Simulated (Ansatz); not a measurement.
```xyz
11

Ge   -0.6909   -1.2061   -0.8096
C     1.4070    1.7498    0.2712
C    -1.7589   -1.7659    0.4839
H     0.6962    1.3514    0.9952
H    -1.1144   -0.1510   -1.8275
H     0.7252   -1.7426   -0.9981
H     1.9292    2.6020    0.7056
H     2.1309    0.9783    0.0086
H     0.8744    2.0714   -0.6240
H    -1.4394   -2.5169    1.1945
H    -2.7594   -1.3702    0.6003
```

The product side of a reaction path; geometry: PBE0-D4/def2-TZVP.

Level of theory: RKS PBE0-D4/def2-TZVPP in Ansatz.

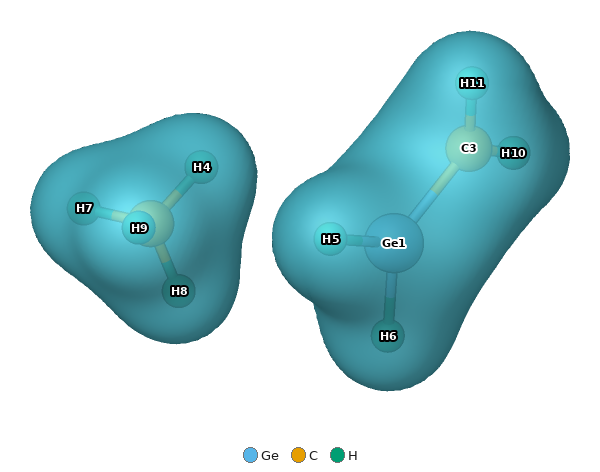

CH$_{4}$Ge···CH$_{4}$. Isosurface of the electron density at 0.1 e/Å³ (cyan), seen at a tilt.

Question: What does this surface tell about the bonding?

Answer: At this value the surface falls into two separate pieces. It bridges the sampled C–Ge (1.77 Å), C–H (1.08 Å) and Ge–H (1.53 Å) contacts, where the density stays above the isovalue. It is pinched off along the sampled C···Ge (3.78 Å) contacts. On the grid the lowest density along these lines, outside the cores, is 0.02 e/Å³ (C···Ge, 3.78 Å), 1.1 e/Å³ (C–Ge, 1.77 Å), 1.9 e/Å³ (C–H, 1.08 Å) and 0.92 e/Å³ (Ge–H, 1.53 Å).
